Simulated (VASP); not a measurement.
Band structure of MgH2 (rutile). Calculation: rev-vdW-DF2, VASP's PBE PAW potentials (set 64) (plane waves; VASP 6.6.1).

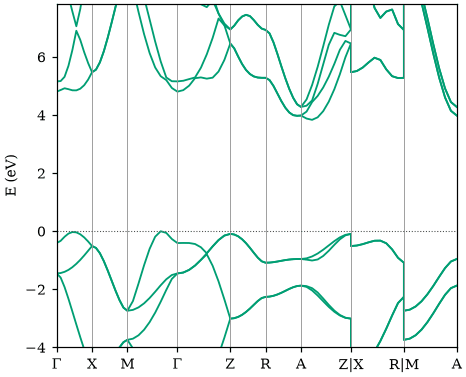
Bands along high-symmetry lines, zero at the valence-band maximum or, without a gap, the Fermi level

Task: Read the plot: is there a gap, and where are the band edges?

Result: The gap is indirect, 3.84 eV, from the valence maximum at M-Γ at 0.67 to the conduction minimum at A-Z at 0.22. (Edges off the drawn lines would not show.)

The compound is MgH2 in the rutile structure. It was relaxed first.
